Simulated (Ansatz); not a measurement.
```yaml
atoms:
  - { symbol: B, position_ang: [0.7549, 1.0207, -1.2497] }
  - { symbol: F, position_ang: [-0.1661, 1.9526, -1.0253] }
  - { symbol: N, position_ang: [0.6485, -0.2022, -0.5194] }
  - { symbol: S, position_ang: [1.6982, -1.5022, -0.6491] }
  - { symbol: H, position_ang: [1.6397, 1.2075, -2.0381] }
  - { symbol: H, position_ang: [-0.1245, -0.3101, 0.1400] }
```

Geometry: B3LYP-D3(BJ)/def2-SVP.

Level of theory: isolated molecule in a Gaussian basis; Kohn-Sham density functional theory, functional PBE0 in Ansatz.

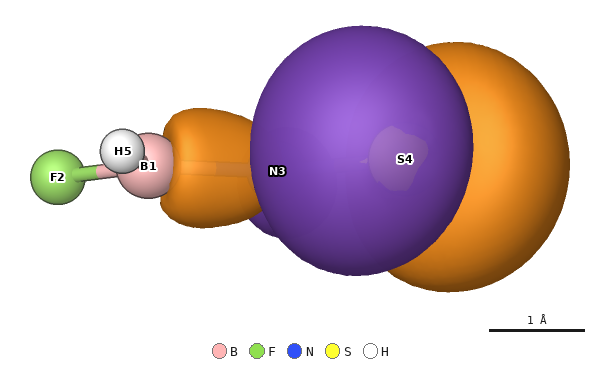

BFH2NS (SMILES FBN[S]) (doublet). The HOMO (β) at ±0.1 Å⁻³ᐟ² (orange and purple are the two phases), seen from one side.

What is the character of this orbital?

By Hirshfeld shares it lies mainly on S4 (about 90 %) and N3 (about 5 %); it is symmetric in the molecular plane (an in-plane orbital: σ, lone-pair or in-plane π type); largely a lone pair of S4. Its energy is −7.08 eV.
